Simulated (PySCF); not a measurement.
# NMR shielding calculation of C6H11O2P

The run: NMR shielding calculation of C6H11O2P. Method and program: GIAO PBE0/pcSseg-1 NMR shielding, non-relativistic, gas phase (PySCF 2.14.0).

The geometry comes from this level: PBE0-D3(BJ)/def2-SVP. It belongs to a series of runs on one base structure; here: phosphine turned into its oxide. Figures and captions count atoms from 1; the log counts them from 0 in places.

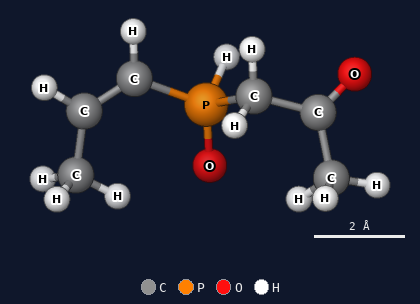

*The structure (ball-and-stick view, seen on its broad side).*

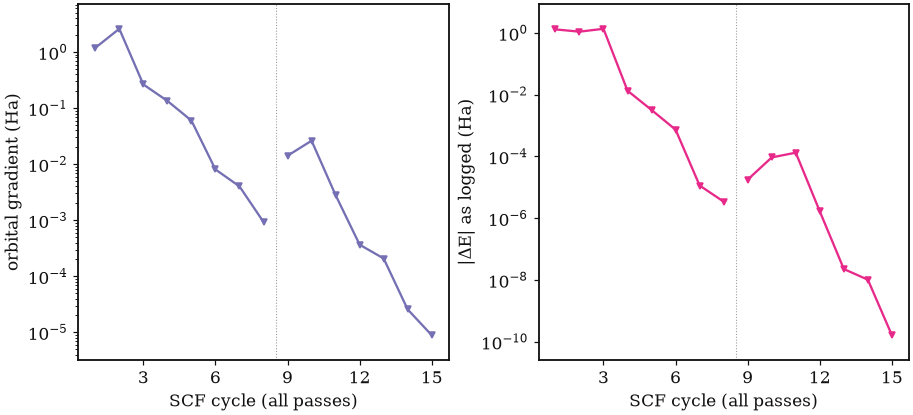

*Convergence of the self-consistent field: orbital gradient and size of the energy change against the SCF cycle. The dotted line marks the change from a coarse to the final integration grid.*

The first 8 cycles use a coarse grid, the final grid takes over at cycle 9, and the field converges after 15 cycles in all.

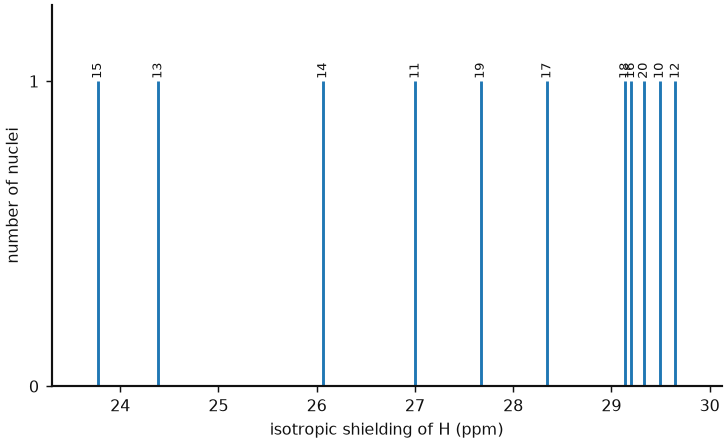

*Isotropic shieldings of the hydrogen nuclei in this fixed geometry, labelled by atom number; shielding grows to the right, so chemical shift grows to the left.*

The least shielded is H15 (23.8 ppm), the most shielded H12 (29.7 ppm).

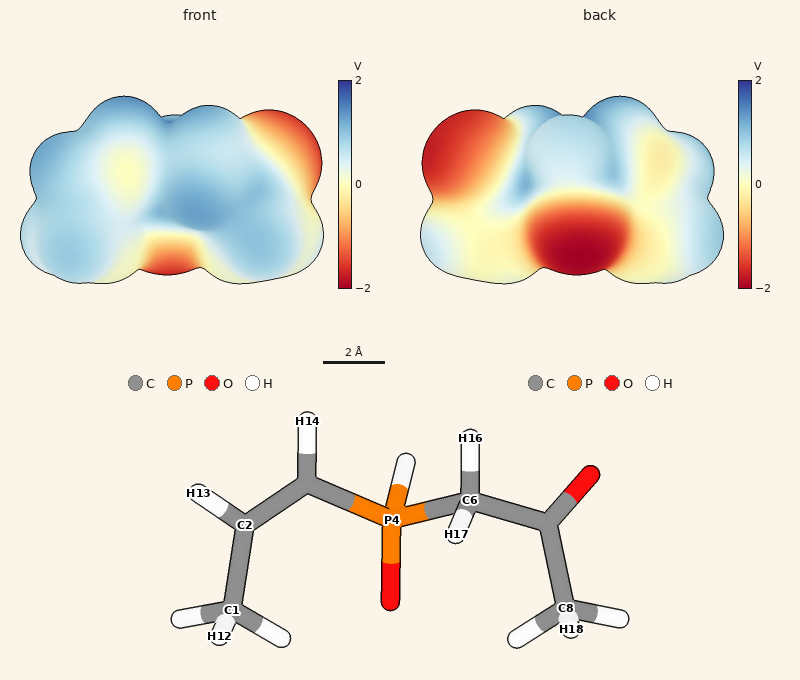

*The molecular electrostatic potential painted on the density surface at 0.002 e/bohr³, seen face on and from behind; red is negative and blue positive. The bare structure is drawn below in the same view.*

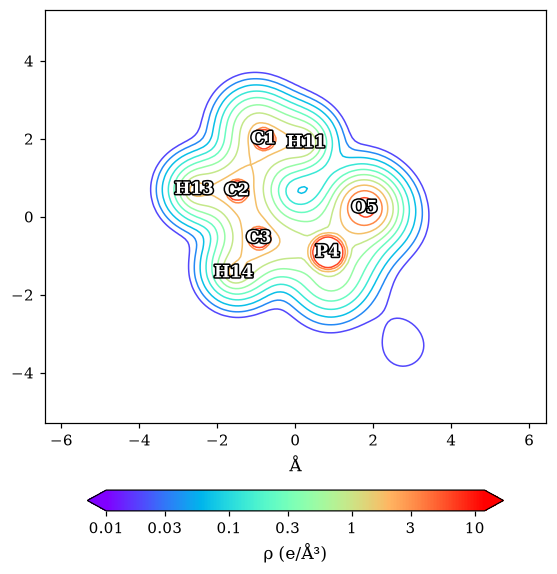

*Total electron density on the plane of atoms C1, C2 and H13.*

Atoms in the plane: C, P, O and H. P–O (1.50 Å): ρ at the midpoint is about 1.8 e/Å³. C–P (1.80 Å): ρ is about 1.2 e/Å³ halfway. C–H (1.10 Å): ρ at the midpoint is about 2 e/Å³. C–C (1.49 Å): ρ is about 1.7 e/Å³ halfway.

These pictures come from the run below.

Input file
```
{"job": {"kind": "nmr", "xc": "PBE0", "basis": "pcSseg-1"}, "charge": 0, "multiplicity": 1}
C     -2.739699     0.092701    -1.522919
C     -2.695745    -0.377715    -0.110155
C     -1.715980    -0.201416     0.789810
P     -0.157655     0.650682     0.512670
O      0.005439     1.417289    -0.766773
C      1.115551    -0.651144     0.747808
C      2.517495    -0.075364     0.636424
C      3.000723     0.201313    -0.757723
O      3.159199     0.168058     1.629042
H     -3.590655     0.781428    -1.657719
H     -1.816835     0.608361    -1.816415
H     -2.926060    -0.759381    -2.197417
H     -3.579141    -0.933511     0.233426
H     -1.838306    -0.607506     1.801929
H     -0.005684     1.416841     1.706622
H      0.985568    -1.101766     1.742926
H      0.917787    -1.399891    -0.035643
H      3.107505    -0.744538    -1.313084
H      2.239811     0.804748    -1.280862
H      3.965466     0.721983    -0.725251
```

The first line tells a small driver script what to run in PySCF; the rest is the geometry in Å.

Launched with:
```bash
OMP_NUM_THREADS=1 python <driver script> task.json out
```

Log
```
coarse grid: 17136 points
cycle   1  E = -726.0712504659  dE =  1.306e+00  |g| = 1.188e+00  |ddm| = 4.038e+00
cycle   2  E = -724.9703337009  dE =  1.101e+00  |g| = 2.602e+00  |ddm| = 4.526e+00
cycle   3  E = -726.3360705818  dE = -1.366e+00  |g| = 2.644e-01  |ddm| = 3.719e+00
cycle   4  E = -726.3495733466  dE = -1.350e-02  |g| = 1.346e-01  |ddm| = 3.772e-01
cycle   5  E = -726.3527751742  dE = -3.202e-03  |g| = 6.006e-02  |ddm| = 1.356e-01
cycle   6  E = -726.3535116451  dE = -7.365e-04  |g| = 8.054e-03  |ddm| = 5.086e-02
cycle   7  E = -726.3535231074  dE = -1.146e-05  |g| = 4.016e-03  |ddm| = 1.147e-02
cycle   8  E = -726.3535265413  dE = -3.434e-06  |g| = 9.310e-04  |ddm| = 4.227e-03
final grid: 160688 points
cycle   9  E = -726.4288482787  dE = -1.778e-05  |g| = 1.413e-02  |ddm| = 2.965e-02
cycle  10  E = -726.4287551165  dE =  9.316e-05  |g| = 2.622e-02  |ddm| = 3.290e-02
cycle  11  E = -726.4288877288  dE = -1.326e-04  |g| = 2.802e-03  |ddm| = 2.326e-02
cycle  12  E = -726.4288893892  dE = -1.660e-06  |g| = 3.663e-04  |ddm| = 2.406e-03
cycle  13  E = -726.4288894118  dE = -2.258e-08  |g| = 2.074e-04  |ddm| = 4.434e-04
cycle  14  E = -726.4288894220  dE = -1.018e-08  |g| = 2.555e-05  |ddm| = 1.823e-04
cycle  15  E = -726.4288894222  dE = -1.617e-10  |g| = 8.867e-06  |ddm| = 4.563e-05
converged SCF energy = -726.4288894222

GIAO shielding tensors (ppm)
atom      isotropic    diamagn.    paramagn.     s11        s22        s33       span
  0 C      166.202     249.414     -83.212    146.368    171.918    180.320     33.951
  1 C       21.207     254.684    -233.476   -104.178      9.822    157.979    262.157
  2 C       57.773     270.005    -212.232    -44.500     77.451    140.367    184.867
  3 P      323.956     966.947    -642.991    236.678    243.998    491.193    254.515
  4 O      241.963     397.834    -155.871    119.284    292.209    314.397    195.113
  5 C      133.584     263.114    -129.530    109.214    132.949    158.589     49.374
  6 C      -19.179     249.758    -268.937   -111.319    -45.494     99.278    210.597
  7 C      149.445     252.407    -102.962    124.105    134.719    189.511     65.405
  8 O     -354.816     395.083    -749.900   -937.484   -430.987    304.022   1241.506
  9 H       29.490      26.597       2.894     26.166     26.837     35.469      9.303
 10 H       27.004      30.997      -3.993     19.993     27.129     33.888     13.895
 11 H       29.652      28.552       1.100     26.598     26.998     35.361      8.763
 12 H       24.386      29.067      -4.682     22.373     23.271     27.512      5.139
 13 H       26.063      32.864      -6.801     24.210     25.710     28.268      4.058
 14 H       23.771      29.545      -5.773     20.447     21.490     29.377      8.929
 15 H       29.197      34.438      -5.241     25.924     28.907     32.760      6.836
 16 H       28.345      35.588      -7.243     26.331     28.810     29.893      3.561
 17 H       29.138      28.960       0.179     26.172     28.308     32.934      6.762
 18 H       27.668      30.470      -2.802     23.397     27.293     32.313      8.916
 19 H       29.327      27.012       2.315     26.105     27.050     34.826      8.721
```

Summary

| quantity | value |
| --- | --- |
| outcome | converged |
| total energy | −726.428889 hartree |
| HOMO | −7.34 eV |
| LUMO | −1.01 eV |
| dipole moment | 4.23 D |
| isotropic shielding, C | −19.2 to 166.2 ppm |
| isotropic shielding, P | 324.0 ppm |
| isotropic shielding, O | −354.8 to 242.0 ppm |
| isotropic shielding, H | 23.8 to 29.7 ppm |
| hardware | 1 CPU thread, shared host |
| wall time | 77 s |
| peak memory | 0.99 GiB |
